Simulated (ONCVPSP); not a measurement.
## Pseudopotential generation, with input and output: La

Lanthanum (La, Z = 57), core [Kr] 4d10, reference valence 5s2 5p6 5d1 6s2, valence charge 11. Computed at this level: ONCV potential, PBE, scalar-relativistic, made with ONCVPSP 4.0.1.

## The program's output (extracts)
```
ONCVPSP  (Optimized Norm-Conservinng Vanderbilt PSeudopotential)
scalar-relativistic version 4.0.1

#   n    l    f        energy (Ha)
    1    0    2.00    -1.4241312E+03
    2    0    2.00    -2.2670674E+02
    2    1    6.00    -2.0317999E+02
    3    0    2.00    -4.8489974E+01
    3    1    6.00    -4.0978394E+01
    3    2   10.00    -3.0189826E+01
    4    0    2.00    -9.7921650E+00
    4    1    6.00    -7.3497849E+00
    4    2   10.00    -3.8163526E+00
    5    0    2.00    -1.4304383E+00
    5    1    6.00    -8.2320022E-01
    5    2    1.00    -1.1356961E-01
    6    0    2.00    -1.3522399E-01

Reference configufation results
  iterations    25
  all-electron total energy (Ha)   -8.49328529D+03

Begin loop to  construct optimized pseudo wave functions
and semi-local pseudopoentials for all angular momenta

Calculating optimized projector #   1

 for l=   0

    Fraction of norm inside rc  0.984962
    Optimizing pswf for qcut=   4.00 a_B^-1,  ecut=   8.01 Ha
    Residual kinetic energy error=  1.78D-06 Ha

    Energy error per electron        Cutoff
         Ha          eV             Ha
         0.01000     0.27211        2.04
         0.00100     0.02721        2.92
         0.00010     0.00272        5.59
         0.00001     0.00027        7.03

Calculating optimized projector #   2

 for l=   0

    Fraction of norm inside rc  0.132938
    Optimizing pswf for qcut=   4.00 a_B^-1,  ecut=   8.01 Ha
    Residual kinetic energy error=  5.54D-06 Ha

    Energy error per electron        Cutoff
         Ha          eV             Ha
         0.01000     0.27211        1.68
         0.00100     0.02721        3.28
         0.00010     0.00272        6.30
         0.00001     0.00027        7.64

   Wellstate for l =  1  n =  6
     eigenvalue =   0.0768
     asymptotic potential =   0.5768
     half-point radius =  6.2668

   Wellstate for l =  1  n =  7
     eigenvalue =   0.9768
     asymptotic potential =   1.4768
     half-point radius =  5.1530

Calculating optimized projector #   1

 for l=   1

    Fraction of norm inside rc  0.770628
    Optimizing pswf for qcut=   5.90 a_B^-1,  ecut=  17.38 Ha
    Residual kinetic energy error=  3.36D-06 Ha

    Energy error per electron        Cutoff
         Ha          eV             Ha
         0.01000     0.27211        8.09
         0.00100     0.02721       11.90
         0.00010     0.00272       14.38
         0.00001     0.00027       16.60

Calculating optimized projector #   2

 for l=   1

    Fraction of norm inside rc  0.081403
    Optimizing pswf for qcut=   5.90 a_B^-1,  ecut=  17.38 Ha
    Residual kinetic energy error=  2.83D-06 Ha

    Energy error per electron        Cutoff
         Ha          eV             Ha
         0.01000     0.27211        3.78
         0.00100     0.02721       10.75
         0.00010     0.00272       13.83
         0.00001     0.00027       16.24

Calculating optimized projector #   3

 for l=   1

    Fraction of norm inside rc  0.091654
    Optimizing pswf for qcut=   5.90 a_B^-1,  ecut=  17.38 Ha
    Residual kinetic energy error=  1.28D-05 Ha

    Energy error per electron        Cutoff
         Ha          eV             Ha
         0.01000     0.27211        7.70
         0.00100     0.02721       12.52
         0.00010     0.00272       15.32
         0.00001     0.00027       17.66

Calculating optimized projector #   1

 for l=   2

    Fraction of norm inside rc  0.808161
    Optimizing pswf for qcut=   4.50 a_B^-1,  ecut=  10.14 Ha
    Residual kinetic energy error=  3.33D-09 Ha

    Energy error per electron        Cutoff
         Ha          eV             Ha
         0.01000     0.27211        3.95
         0.00100     0.02721        5.42
         0.00010     0.00272        6.65
         0.00001     0.00027        7.73

WARNING wellstate: localized bound state found for n= 4 l= 3
WARNING this state with energy -0.15967358
WARNING will be used for the first projector

   Wellstate for l =  3  n =  8
     eigenvalue =   2.0403
     asymptotic potential =   2.5403
     half-point radius =  6.7119

Calculating optimized projector #   1

 for l=   3

    Fraction of norm inside rc  0.991678
    Optimizing pswf for qcut=   2.81 a_B^-1,  ecut=   3.93 Ha
    Residual kinetic energy error=  4.27D-01 Ha

    Energy error per electron        Cutoff
         Ha          eV             Ha
         0.01000     0.27211       16.58
         0.00100     0.02721       19.03
         0.00010     0.00272       20.95
         0.00001     0.00027       27.31

Calculating optimized projector #   2

 for l=   3

    Fraction of norm inside rc  0.266812
    Optimizing pswf for qcut=   2.81 a_B^-1,  ecut=   3.93 Ha
    Residual kinetic energy error=  5.14D-01 Ha

    Energy error per electron        Cutoff
         Ha          eV             Ha
         0.01000     0.27211       21.96
         0.00100     0.02721       24.96
         0.00010     0.00272       28.02
         0.00001     0.00027       35.51

Construct Vanderbilt / Kleinmman-Bylander projectors

B matrix Hermiticity error, ll=   0
   1   2    8.4162E-05

  Orthonormal projector coefficients  5.4949E+00  7.9586E-01

B matrix Hermiticity error, ll=   1
   1   2    6.3608E-05
   1   3   -1.4816E-04
   2   3    3.3917E-05

  Orthonormal projector coefficients  7.0114E+00  1.3939E+00  2.1157E-01

B matrix Hermiticity error, ll=   3
   1   2   -1.8225E-04

  Orthonormal projector coefficients  5.9712E+02 -2.7277E+00

Model core correction analysis
  based on d2Exc/dn_idn_j

d2excae - all-electron derivatives

   -2.647399D-02   -2.303823D-02   -9.196295D-03   -1.703597D-03
   -2.303823D-02   -2.298173D-02   -1.276485D-02   -2.609921D-03
   -9.196074D-03   -1.276472D-02   -1.752395D-02   -1.326966D-02
   -1.703222D-03   -2.609119D-03   -1.326585D-02   -2.348697D-02

d2excps - pseudofunction derivatives with no core correction

   -4.063926D-02   -2.492560D-02   -9.104192D-03   -3.304900D-03
   -2.492570D-02   -2.547216D-02   -1.333452D-02   -2.818853D-03
   -9.103889D-03   -1.333433D-02   -1.782436D-02   -1.337088D-02
   -3.306114D-03   -2.818068D-03   -1.336711D-02   -2.364249D-02

rms 2nd derivative error    3.708130E-03

rmatch, rhocmatch    1.2148    3.2284

Teter function model core charge with specified parameters

d2excps - pseudofunction derivatives with core correction

   -2.635989D-02   -2.154786D-02   -8.623683D-03   -1.925011D-03
   -2.154753D-02   -2.459661D-02   -1.332456D-02   -2.486121D-03
   -8.623400D-03   -1.332445D-02   -1.789078D-02   -1.331196D-02
   -1.924664D-03   -2.485310D-03   -1.330818D-02   -2.350997D-02

rms 2nd derivative error    7.337422E-04

Pseudoatom total energy  -31.940311

Diagnostic tests using Vanderbilt-Kleinman-Bylander pseudopotentials
  1 or more projectors used as specified by nproj input data

   l    rcore       rmatch      e in        delta e   norm test  slope test

   0   2.9094050   2.9977408  -1.4304383   0.0000018   1.0001065   1.0000970
   0   2.9094050   2.9977408  -0.1352240   0.0000030   1.0000309   0.9999802

   1   2.2095156   2.2766012  -0.8232002  -0.0000024   1.0000786   1.0000876
   1   2.2095156   2.2766012   0.0767998   0.0000015   1.0001878   1.0001878
   1   2.2095156   2.2766012   0.9767998   0.0000148   1.0002288   1.0002288

   2   4.0187884   4.1408075  -0.1135696  -0.0000001   0.9999995   1.0000018

   3   3.7628538   3.8771022  -0.1596736  -0.0000001   0.9991442   0.9991462
run_diag: lschvkbbe ERROR   2   6   3  60  2.04032641E+00  2.29435905E+00
   3   3.7628538   3.8771022   2.0403264   0.2540326   9.6759436   1.1173804

 Testing for bound ghosts
   n   l    E NL Schr. Eq   E Basis Diag.   E Cutoff

   1   0       -1.430436       -1.430432     15.35
   2   0       -0.135221       -0.129122     15.35

   2   1       -0.823203       -0.823176     62.09

   3   2       -0.113570       -0.113517     27.47

   4   3       -0.159674       -0.159625     27.59

 Testing for highly-localized positive-energy ghosts
       l    <radius>/rc     E Basis Diag.   E Cutoff

       0        0.630756        0.737847     15.35  WARNING - GHOST(+)

       3        0.305321       11.130282     27.59  WARNING - GHOST(+)

       3        0.620221      605.128674     27.59  WARNING - GHOST(+)

Test configuration 0

   n   l     f        eae           eps        diff
   1   0  2.0000-1424.13117956
   2   0  2.0000 -226.70673945
   2   1  6.0000 -203.17998646
   3   0  2.0000  -48.48997445
   3   1  6.0000  -40.97839441
   3   2 10.0000  -30.18982646
   4   0  2.0000   -9.79216496
   4   1  6.0000   -7.34978495
   4   2 10.0000   -3.81635258
   5   0  2.0000   -1.43043826   -1.43043650    1.77D-06
   5   1  6.0000   -0.82320022   -0.82320266   -2.44D-06
   5   2  1.0000   -0.11356961   -0.11356969   -8.78D-08
   6   0  2.0000   -0.13522399   -0.13522095    3.04D-06

    Total energies and differences
      AE_ref= -8.49328529D+03  AE_tst= -8.49328529D+03  dif=  0.00D+00
      PS_ref= -3.19403108D+01  PS_tst= -3.19403108D+01  dif= -4.26D-14
      PSP excitation error=  4.26D-14

Test configuration 1

   n   l     f        eae           eps        diff
   1   0  2.0000-1424.34753378
   2   0  2.0000 -226.92230502
   2   1  6.0000 -203.39558312
   3   0  2.0000  -48.70554481
   3   1  6.0000  -41.19396476
   3   2 10.0000  -30.40536611
   4   0  2.0000  -10.00745267
   4   1  6.0000   -7.56500342
   4   2 10.0000   -4.03138876
   5   0  2.0000   -1.64426872   -1.64549646   -1.23D-03
   5   1  6.0000   -1.03637706   -1.03649885   -1.22D-04
   5   2  1.0000   -0.31269927   -0.31253233    1.67D-04
   6   0  1.0000   -0.30662357   -0.30673452   -1.11D-04

    Total energies and differences
      AE_ref= -8.49328529D+03  AE_tst= -8.49306604D+03  dif=  2.19D-01
      PS_ref= -3.19403108D+01  PS_tst= -3.17209874D+01  dif=  2.19D-01
      PSP excitation error= -7.45D-05

Test configuration 2

   n   l     f        eae           eps        diff
   1   0  2.0000-1424.60227329
   2   0  2.0000 -227.17598930
   2   1  6.0000 -203.64930187
   3   0  2.0000  -48.95911438
   3   1  6.0000  -41.44753351
   3   2 10.0000  -30.65891751
   4   0  2.0000  -10.26030449
   4   1  6.0000   -7.81771601
   4   2 10.0000   -4.28376684
   5   0  2.0000   -1.89340706   -1.89708423   -3.68D-03
   5   1  6.0000   -1.28320432   -1.28376983   -5.66D-04
   5   2  1.0000   -0.54013122   -0.53976755    3.64D-04

    Total energies and differences
      AE_ref= -8.49328529D+03  AE_tst= -8.49266590D+03  dif=  6.19D-01
      PS_ref= -3.19403108D+01  PS_tst= -3.13204891D+01  dif=  6.20D-01
      PSP excitation error= -4.32D-04

Test configuration 3

   n   l     f        eae           eps        diff
   1   0  2.0000-1424.99408185
   2   0  2.0000 -227.57172634
   2   1  6.0000 -204.04483573
   3   0  2.0000  -49.35267904
   3   1  6.0000  -41.84109470
   3   2 10.0000  -31.05301443
   4   0  2.0000  -10.64986060
   4   1  6.0000   -8.20691037
   4   2 10.0000   -4.67240672
   5   0  2.0000   -2.26616219   -2.26808890   -1.93D-03
   5   1  6.0000   -1.64429282   -1.64348957    8.03D-04

    Total energies and differences
      AE_ref= -8.49328529D+03  AE_tst= -8.49196951D+03  dif=  1.32D+00
      PS_ref= -3.19403108D+01  PS_tst= -3.06249791D+01  dif=  1.32D+00
      PSP excitation error=  4.43D-04

Test configuration 4

   n   l     f        eae           eps        diff
   1   0  2.0000-1424.12010502
   2   0  2.0000 -226.67315218
   2   1  6.0000 -203.15015416
   3   0  2.0000  -48.41813455
   3   1  6.0000  -40.90737716
   3   2 10.0000  -30.12245624
   4   0  2.0000   -9.74027230
   4   1  6.0000   -7.30505763
   4   2 10.0000   -3.78571906
   5   0  2.0000   -1.52508190   -1.59571327   -7.06D-02
   5   1  6.0000   -0.94099945   -0.98957523   -4.86D-02
   6   0  1.0000   -0.28689340   -0.28819282   -1.30D-03
   4   3  1.0000   -0.19377081   -0.33751706   -1.44D-01

    Total energies and differences
      AE_ref= -8.49328529D+03  AE_tst= -8.49305627D+03  dif=  2.29D-01
      PS_ref= -3.19403108D+01  PS_tst= -3.17806387D+01  dif=  1.60D-01
      PSP excitation error=  6.94D-02
```

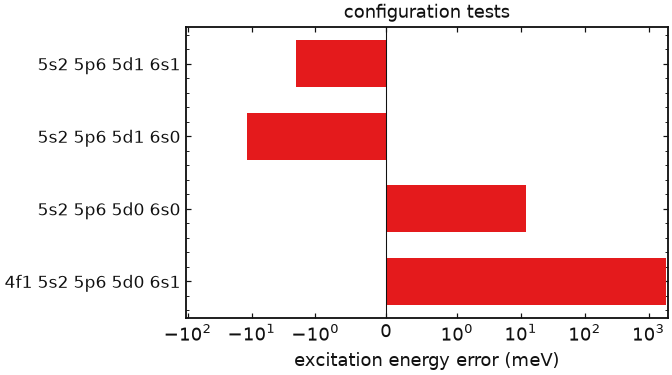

Figure 1. Errors, all-electron minus pseudo, of the energies of valence configurations relative to the unpolarised reference 5s2 5p6 5d1 6s2.

- Worst configuration: 4f1 5s2 5p6 5d0 6s1 (charge +1): the error is +1888 meV on an all-electron energy of +6.23 eV relative to the reference, or 30 %.
- Errors in meV: 5s2 5p6 5d1 6s1: -2.0; 5s2 5p6 5d1 6s0: -12; 5s2 5p6 5d0 6s0: +12; 4f1 5s2 5p6 5d0 6s1: +1888.
- Configurations within 10 meV and within 50 meV: 1 and 3 of 4.

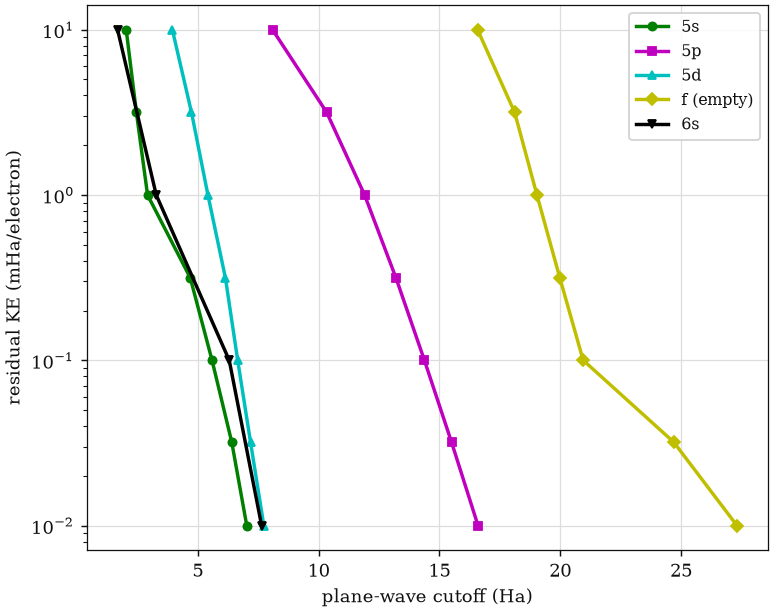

Figure 2. Residual kinetic energy of the pseudo-waves (the first of each channel, and further valence shells) beyond the plane-wave cutoff, as the generator prints it.

- Cutoffs for the occupied states: 12 Ha for 1 mHa and 14 Ha for 0.1 mHa per electron. The first is set by 5p.
- Hardest wave at 1 mHa per electron: f (empty), with rc = 3.75 bohr and qcut = 2.8 1/bohr. The optimisation minimises, but can't always remove, the kinetic energy above qcut²/2 = 3.9 Ha, and a larger rc would as a rule soften the wave at some cost in transferability.
- Cutoffs for 1 mHa per electron: f (empty): 19 Ha; 5p: 12 Ha; 5d: 5.4 Ha; 6s: 3.3 Ha; 5s: 2.9 Ha.

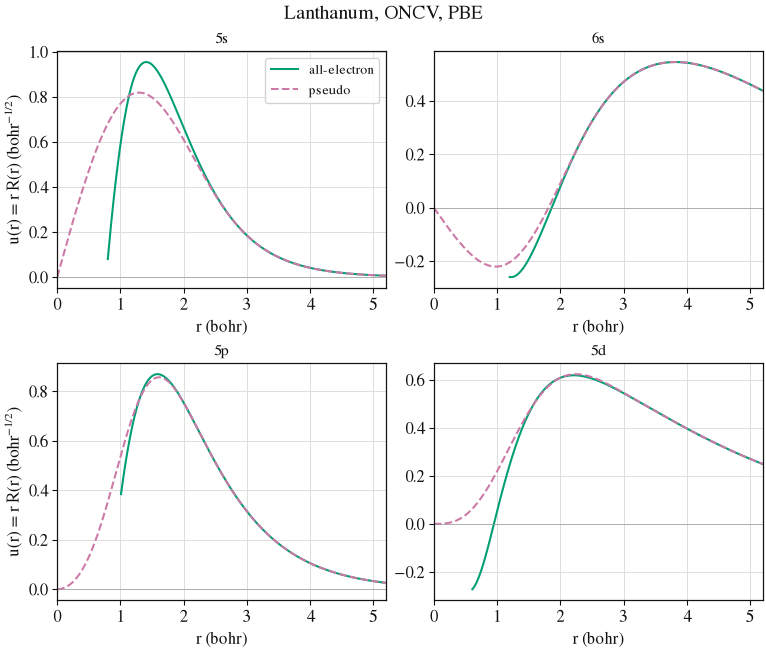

Figure 3. Pseudo-waves (dashed) against the all-electron radial functions (solid). The innermost oscillations of some all-electron curves aren't drawn. Reference configuration 5s2 5p6 5d1 6s2.

- Matching radii: 5s at 2.90 bohr; 6s at 2.90 bohr; 5p at 2.20 bohr; 5d at 4.00 bohr. The curves merge smoothly, so the plot gives these only roughly.
- Nodes of the pseudo-waves: 5s has no node; 6s has a node at about 1.8 bohr; 5p has no node; 5d has no node. A node in 6s is expected, since a lower shell of the same l is also in the valence and the two must stay orthogonal.
- Cutoffs needed: 12 Ha (loose) and 14 Ha (tight), as the cutoffs at which the residual kinetic energy of the hardest occupied pseudo-wave falls to 1 and 0.1 mHa per electron.

## Input file
```
# ATOM AND REFERENCE CONFIGURATION
# atsym  z   nc   nv     iexc    psfile
  La 57.00    9    4        4      upf
#
#   n    l    f
    1    0    2.00
    2    0    2.00
    2    1    6.00
    3    0    2.00
    3    1    6.00
    3    2   10.00
    4    0    2.00
    4    1    6.00
    4    2   10.00
    5    0    2.00
    5    1    6.00
    5    2    1.00
    6    0    2.00
#
# PSEUDOPOTENTIAL AND OPTIMIZATION
# lmax
    3
#
#   l,   rc,      ep,       ncon, nbas, qcut
    0    2.90    0.00    3    6    4.00
    1    2.20    0.00    4    7    5.90
    2    4.00    0.00    5   10    4.50
    3    3.75    0.15    5    8    2.80
#
# LOCAL POTENTIAL
# lloc, lpopt,  rc(5),   dvloc0
    4    5    1.60    0.00
#
# VANDERBILT-KLEINMAN-BYLANDER PROJECTORs
# l, nproj, debl
    0    2    1.30
    1    3    0.90
    2    1    3.50
    3    2    2.20
#
# MODEL CORE CHARGE
# icmod, fcfact, rcfact
    3    6.00    1.10
#
# LOG DERIVATIVE ANALYSIS
# epsh1, epsh2, depsh
   -3.00    5.00    0.02
#
# OUTPUT GRID
# rlmax, drl
    6.00    0.01
#
# TEST CONFIGURATIONS
# ncnf
    4
# nvcnf
#   n    l    f
    4
    5    0    2.00
    5    1    6.00
    5    2    1.00
    6    0    1.00
#
    4
    5    0    2.00
    5    1    6.00
    5    2    1.00
    6    0    0.00
#
    4
    5    0    2.00
    5    1    6.00
    5    2    0.00
    6    0    0.00
#
    5
    5    0    2.00
    5    1    6.00
    5    2    0.00
    6    0    1.00
    4    3    1.00
#
```

Launched with:
```bash
oncvpsp.x < La.dat > La.out
```

## Key numbers

- outcome: generated, with a spurious state above the valence levels
- cutoffs needed: 12 Ha and 14 Ha (the cutoffs at which the residual kinetic energy of the hardest occupied pseudo-wave falls to 1 and 0.1 mHa per electron); the channels without a valence shell are harder: f needs 19 Ha for 1 mHa
- ghost test: no bound ghost flagged; GHOST(+) flagged for s at 20.1 eV (flags above 300 eV left out)
- largest excitation error: +1888 meV (all-electron minus pseudo) for 4f1 5s2 5p6 5d0 6s1, out of 4 test configurations
- rms error of d²Exc/dni dnj: 3.71 mHa without and 0.73 mHa with the model core
- clearest signs, in the scattering phases, of states that the all-electron atom lacks: s near 0.7 Ha
- range over which the phases arctan(r R′/R) at the test radius agree within 0.05 rad (a looser test near the poles than one of phase shifts): s: up to about 0.6 Ha; p: over the whole range computed; d: up to about 1.8 Ha; f: not judged, since its reference level lies on a steep step
- hardware: 1 CPU thread, shared host
- wall time: 4.8 s

## Remarks

The scattering phases show an s state near 0.7 Ha, 0.9 Ha above the channel's reference energy, that the all-electron atom lacks, which is too close to the valence region for the potential to be used. An excitation error of 1888 meV in its own tests makes this a poorly transferable potential. Warnings of the program, in the generation or the tests: wellstate: localized bound state found for n= 4 l= 3.
